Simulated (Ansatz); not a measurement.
The parent structure is ZrO$_{2}$ in the fluorite structure (space group Fm-3m, No. 225; a = 5.089 Å). Axes: x, y, z lie along the cube axes.

One thing is altered: tensile biaxial strain of 2.90 % in the plane normal to [110], as in epitaxy on a mismatched substrate; the out-of-plane cell vector and the atoms relax.

Method: DFT with r2SCAN, PAW potentials and a 500 eV plane-wave cutoff in Ansatz (a program for electronic structure), no spin-orbit coupling, earlier PAW set.

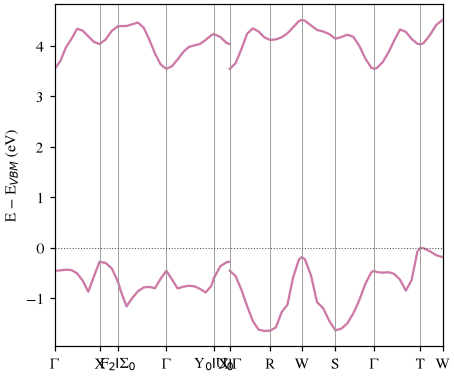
*Highest valence and lowest conduction band along the path of the changed cell's own zone*

Task: Read the changed gap and its character from the plot.

Result: About 3.5 eV, indirect, T → Γ.

A biaxial case was relaxed in a doubled cell and then solved in the primitive one. Whether these cells are dynamically stable was not tested. This is not the structure that ZrO2 has at room temperature and ambient pressure. Labels are those of the standard path for the cell's own space group.
